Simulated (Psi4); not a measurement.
# UB3LYP/6-31G(d) (Cartesian functions) run of SiH3 (silyl radical)

Aim: the energy change on altering one bond length of SiH3 (silyl radical) at UB3LYP/6-31G* (Cartesian functions), from 2 runs. 

Program for the calculation: Psi4 1.11.

1 further run of the same task is left out (set aside as unsound or not needed).

## 1. The system as given

SiH3 has 4 atoms, charge 0, and is taken as a doublet. As SMILES, `[SiH3]`. The shape is that of a PBE0-D4/def2-TZVP optimisation.

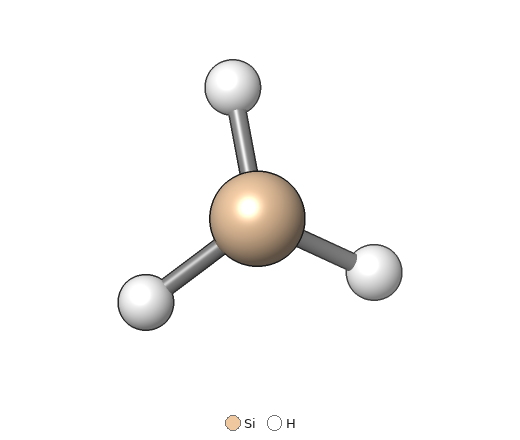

The structure, seen from a chosen angle (silicon light orange, hydrogen white).

## 2. A single-point energy at UB3LYP/6-31G(d) (Cartesian functions)

The input, calc.inp:

```
memory 2200 MB

molecule geom {
  0 2
  Si     0.293780    -0.026900    -0.164030
  H      0.559150     0.665300     1.123900
  H     -0.224040    -1.401650     0.060130
  H     -0.628890     0.763250    -1.019990
  symmetry c1
  no_reorient
  no_com
}

set reference uks
set puream false
set e_convergence 1e-09
set d_convergence 1e-08
set scf_type pk
set dft_radial_points 99
set dft_spherical_points 590
set maxiter 100

e_tot, wfn = energy('b3lyp/6-31G*', return_wfn=True)
print_variables()
```

Started as:

```console
psi4 calc.inp calc.out -n 1
```

calc.out:

```text
[...]
  Running in c1 symmetry.
[...]
  Nuclear repulsion =   15.603296005737016
[...]
  Multiplicity = 2
[...]
  Nalpha       = 9
  Nbeta        = 8
[...]
    Number of basis functions: 25
[...]
   @UKS iter   1:  -291.20969952299947   -3.44319e-01   6.32317e-03 DIIS/ADIIS
[...]
   @UKS iter   9:  -291.23224338376451   -5.34328e-12   5.45646e-09 DIIS
[...]
   @S^2 Observed:                7.514016368E-01
[...]
    Orbital Energies [Eh]
    ---------------------
    Alpha Occupied:
       1A    -66.136200     2A     -5.290333     3A     -3.652570
       4A     -3.646836     5A     -3.646836     6A     -0.542399
       7A     -0.361403     8A     -0.361402     9A     -0.221311
    Alpha Virtual:
      10A      0.049126    11A      0.049128    12A      0.085035
      13A      0.163193    14A      0.228521    15A      0.228522
      16A      0.239870    17A      0.565230    18A      0.565230
      19A      0.651373    20A      0.654481    21A      0.654482
      22A      0.937397    23A      1.124021    24A      1.124024
      25A      2.872920
[...]
  @UKS Final Energy:  -291.23224338376451
   => Energetics <=
    Nuclear Repulsion Energy =             15.6032960057370165
    One-Electron Energy =                -433.5969593349911975
    Two-Electron Energy =                 144.4816668942791011
    DFT Exchange-Correlation Energy =     -17.7202469487894803
    Empirical Dispersion Energy =           0.0000000000000000
    VV10 Nonlocal Energy =                  0.0000000000000000
    Total Energy =                       -291.2322433837645121
[...]
 Multipole Moments:
 ------------------------------------------------------------------------------------
     Multipole            Electronic (a.u.)      Nuclear  (a.u.)        Total (a.u.)
 ------------------------------------------------------------------------------------
 L = 1.  Multiply by 2.5417464519 to convert [e a0] to [Debye]
 Dipole X            :         -7.2115301            7.2171286            0.0055985
 Dipole Y            :          0.6603223           -0.6608372           -0.0005149
 Dipole Z            :          4.0264810           -4.0296142           -0.0031332
 Magnitude           :                                                    0.0064363
[...]
```

It took 12 s on 1 thread of Intel Xeon at 2.50GHz (Skylake/Cascade Lake), shared host; peak memory 0.38 GiB.

## 3. The distorted shape at the same level

The input, input.inp:

```
memory 2200 MB

molecule {
  0 2
  Si     0.449142     0.385566    -0.231285
  H      0.714512     1.077766     1.056645
  H     -0.224040    -1.401650     0.060130
  H     -0.473528     1.175716    -1.087245
  symmetry c1
}

set basis 6-31G*
set reference uks
set puream false
set e_convergence 1e-09
set d_convergence 1e-08
set scf_type pk
set dft_radial_points 99
set dft_spherical_points 590
set maxiter 100

energy_value, wavefunction = energy("b3lyp", return_wfn=True)
oeprop(wavefunction, "MULLIKEN_CHARGES", "DIPOLE", "MAYER_INDICES")
print_variables()
```

Started as:

```console
psi4 -i input.inp -o input.out -n 1
```

input.out:

```text
[...]
  Running in c1 symmetry.
[...]
  Nuclear repulsion =   14.394970485098430
[...]
  Multiplicity = 2
[...]
  Nalpha       = 9
  Nbeta        = 8
[...]
    Number of basis functions: 25
[...]
   @UKS iter   1:  -291.17495600864834   -3.99817e-01   6.14052e-03 DIIS/ADIIS
[...]
   @UKS iter  11:  -291.19693235031440   -4.83169e-12   6.65278e-09 DIIS
[...]
   @S^2 Observed:                7.511753588E-01
[...]
    Orbital Energies [Eh]
    ---------------------
    Alpha Occupied:
       1A    -66.162421     2A     -5.311182     3A     -3.673332
       4A     -3.668460     5A     -3.667451     6A     -0.535121
       7A     -0.371097     8A     -0.323762     9A     -0.228024
    Alpha Virtual:
      10A     -0.018230    11A      0.047058    12A      0.062563
      13A      0.171370    14A      0.221654    15A      0.232203
      16A      0.243033    17A      0.561103    18A      0.561306
      19A      0.619352    20A      0.647750    21A      0.664871
      22A      0.883508    23A      0.987488    24A      1.113756
      25A      2.866728
[...]
  @UKS Final Energy:  -291.19693235031440
   => Energetics <=
    Nuclear Repulsion Energy =             14.3949704850984297
    One-Electron Energy =                -431.0030444672344174
    Two-Electron Energy =                 143.0659486500852324
    DFT Exchange-Correlation Energy =     -17.6548070182636607
    Empirical Dispersion Energy =           0.0000000000000000
    VV10 Nonlocal Energy =                  0.0000000000000000
    Total Energy =                       -291.1969323503144551
[...]
 Multipole Moments:
 ------------------------------------------------------------------------------------
     Multipole            Electronic (a.u.)      Nuclear  (a.u.)        Total (a.u.)
 ------------------------------------------------------------------------------------
 L = 1.  Multiply by 2.5417464519 to convert [e a0] to [Debye]
 Dipole X            :          1.2027512           -1.1246952            0.0780560
 Dipole Y            :          0.5484469           -0.2577121            0.2907348
 Dipole Z            :         -0.6414783            0.6114984           -0.0299799
 Magnitude           :                                                    0.3025199
[...]
  Mulliken Charges: (a.u.)
   Center  Symbol    Alpha    Beta     Spin     Total
       1    SI     7.38078  6.45700  0.92378  0.16222
       2     H     0.52725  0.51236  0.01489 -0.03961
       3     H     0.56472  0.51828  0.04644 -0.08300
       4     H     0.52725  0.51236  0.01489 -0.03961
   Total alpha =  9.00000, Total beta =  8.00000, Total charge = -0.00000
  Mayer Bond Indices:
  Total Bond Index:
  Irrep: 1 Size: 4 x 4
[...]
```

Wall time 14 s (1 thread of Intel Xeon at 2.50GHz (Skylake/Cascade Lake), shared host); peak memory 0.38 GiB.

## 4. What came out

Level: UB3LYP/6-31G* (Cartesian functions).

```
                                                          quantity          value
                                         first shape: total energy  -291.23224 Eh
                                        first shape: dipole moment         0.02 D
                   first shape: HOMO energy (highest over α and β)       -6.02 eV
                    first shape: LUMO energy (lowest over α and β)       -2.85 eV
                                                 first shape: ⟨S²⟩          0.751
                                     distorted shape: total energy  -291.19693 Eh
                                    distorted shape: dipole moment         0.77 D
               distorted shape: HOMO energy (highest over α and β)       -6.20 eV
                distorted shape: LUMO energy (lowest over α and β)       -3.12 eV
                                             distorted shape: ⟨S²⟩          0.751
energy change with the Si1–H3 bond stretched from 1.486 to 1.932 Å       0.961 eV
```

What this shows: With the Si1–H3 bond stretched from 1.486 to 1.932 Å the energy rises by 0.96 eV (22.2 kcal/mol). The first shape isn't relaxed at this level, so the change isn't measured from a minimum.
